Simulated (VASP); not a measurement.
Band structure of CdS (space group F-43m). Level of theory: PBE GGA, VASP's PBE PAW potentials (set 64) (plane waves; VASP).

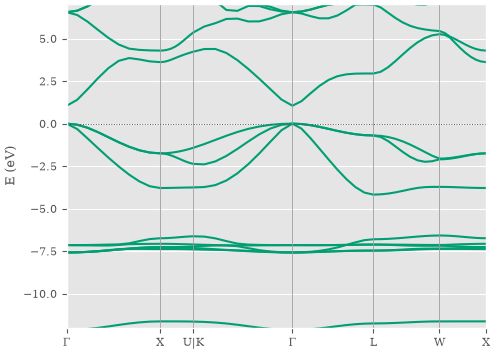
Figure: Bands along high-symmetry lines, zero at the valence-band maximum or, without a gap, the Fermi level

Task: Read the plot: is there a gap, and where are the band edges?

Result: The gap is direct, 1.05 eV, from the valence maximum at Γ to the conduction minimum at Γ.

The structure comes from a computed database's CdS entry; how it stands against other phases isn't given here. The cell was not relaxed at this level.
